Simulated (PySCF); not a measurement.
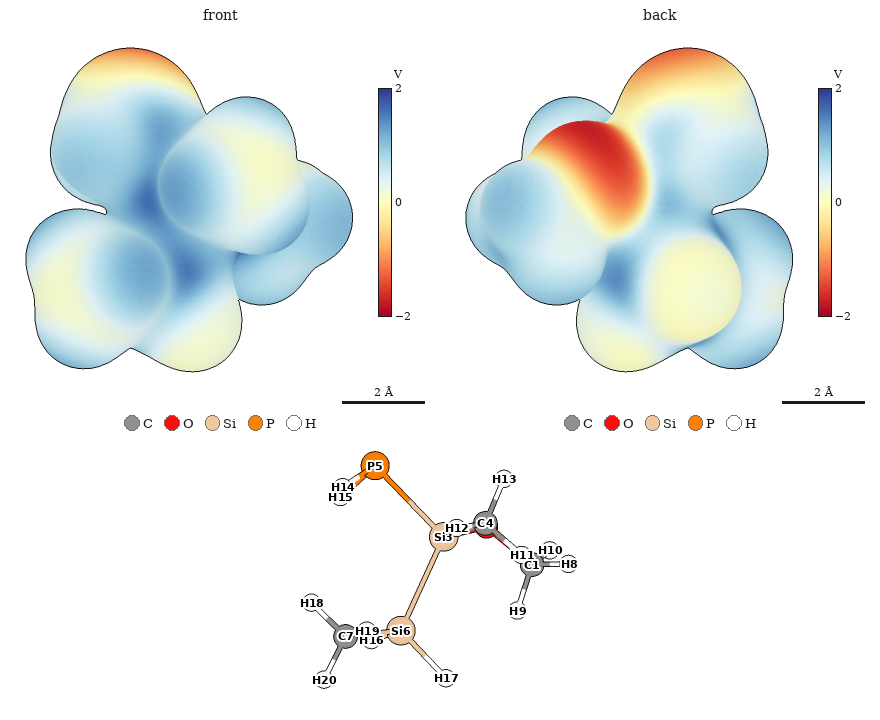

Figure. C3H13OPSi2. The electrostatic potential painted on the density surface at 0.004 e/bohr³, seen from the front and from behind; the colour scale runs from red (negative) to blue (positive). The bare structure is drawn below in the same view.

Geometry: PBE0-D3(BJ)/def2-SVP.

Level of theory: PBE0/pcSseg-1, SCF density, gas phase, non-relativistic in PySCF.

```xyz
20

C    -2.6755    1.0625   -0.4571
O    -2.1598   -0.1233    0.0759
Si   -0.5603   -0.3338    0.5277
C    -0.1546    0.6585    2.0714
P    -0.4381   -2.5293    1.0653
Si    0.9008    0.2030   -1.2373
C     2.6692   -0.2642   -0.7684
H    -2.6706    1.8882    0.2789
H    -2.1136    1.4020   -1.3481
H    -3.7190    0.8905   -0.7623
H    -0.2691    1.7390    1.8903
H     0.8848    0.4800    2.3901
H    -0.8229    0.3734    2.8993
H     0.9794   -2.4724    1.2560
H    -0.3269   -2.9744   -0.2882
H     0.4768   -0.5575   -2.4579
H     0.8462    1.6628   -1.5850
H     2.7372   -1.3372   -0.5330
H     3.0038    0.3023    0.1143
H     3.3638   -0.0492   -1.5946
```

Question: Where is the surface potential most negative and most positive?

Answer: The most negative region (about −1.7 V) lies over O2, the most positive (about +1.6 V) over Si3. O2 is the likeliest acceptor of a hydrogen bond.

Question: How polar is the molecule by this calculation?

Answer: Its dipole moment is 2.19 D.
